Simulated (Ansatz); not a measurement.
H₇N₂PSi···H₂

Input

```
crystal:
  periodic: [false, false, false]
  atoms:
    - { symbol: Si, position_ang: [0.0, 0.0, 0.0] }
    - { symbol: H, position_ang: [0.0, 0.0, 1.81] }
    - { symbol: H, position_ang: [1.3768, 0.0, -0.4862] }
    - { symbol: "N", position_ang: [-0.8572, 1.4851, -0.6061] }
    - { symbol: H, position_ang: [-1.8773, 1.43, -0.8888] }
    - { symbol: H, position_ang: [-0.3367, 2.4058, -0.6766] }
    - { symbol: "N", position_ang: [-0.8572, -1.4851, -0.6061] }
    - { symbol: H, position_ang: [-1.3922, -2.1014, 0.0704] }
    - { symbol: H, position_ang: [-0.8219, -1.7344, -1.6357] }
    - { symbol: P, position_ang: [0.9228, -2.165, 0.782] }
    - { symbol: H, position_ang: [0.0303, -3.2136, 0.4353] }
    - { symbol: H, position_ang: [2.1821, -2.3934, 0.1669] }
    - { symbol: H, position_ang: [0.3721, -0.8731, 1.8858] }
basis:
  gaussian: { orbitals: "6-31G*" }
hamiltonian:
  xc: r2scan
  dispersion: d4
relax:
  f_tol: 0.15
  max_steps: 25
  restrain:
    - { distance: [0, 9], at: 2.18, k: 30.0 }
    - { distance: [12, 1], at: 0.66, k: 30.0 }
    - { distance: [0, 1], at: 2.66, k: 30.0 }
    - { distance: [12, 9], at: 2.62, k: 30.0 }
output:
  orbitals: {}
```

Command:

```sh
ansatz run input.yaml --threads 2 --pin off --max-ram 3072MiB --backend cpu --events-out ev --progress --plain --runs-dir out
```

The fields are those of the run's last geometry, not of the input's.

Not at a stationary point (largest force 1.5 eV/Å).

Theory: RKS r2SCAN-D4/6-31G* in Ansatz 0.2.0.

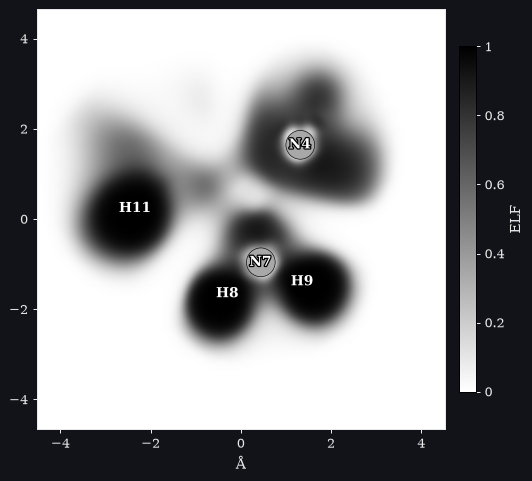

Figure 1. Electron localisation function on the plane of atoms H8, N7 and H9. Grey discs cover the atomic cores.

> Read the bonding off the picture.

- The section cuts through N and H sites.
- N–H (1.01 Å): the ELF climbs to about 1 towards the hydrogen, as it does in any bond to H; a covalent bond by its length.
- The ELF also peaks beside N4, away from the bonds: lone-pair regions.

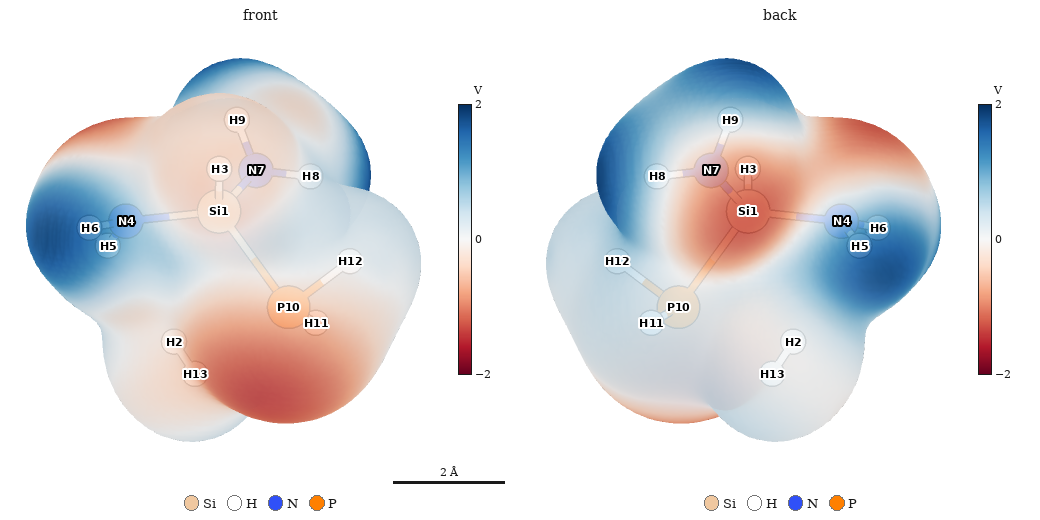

Figure 2. The electrostatic potential painted on the density surface at 0.002 e/bohr³, seen from the front and from behind; the colour scale runs from red (negative) to blue (positive).

> Where is the surface potential most negative and most positive?

The most negative region (about −1.3 V) lies over P10, the most positive (about +1.8 V) over H5, H6, H8 and H9.

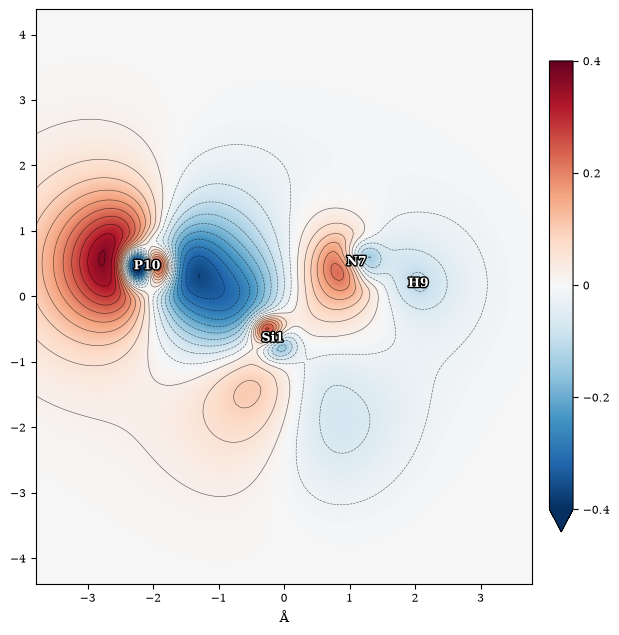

Figure 3. The HOMO on the plane of atoms N7, Si1 and P10 (values in Å⁻³ᐟ²; the overall sign is arbitrary).

> Where does this orbital lie, and at what energy?

It lies mainly on P10 (about 35 %), N4 (about 35 %) and Si1 (about 15 %). Its energy is −5.84 eV.
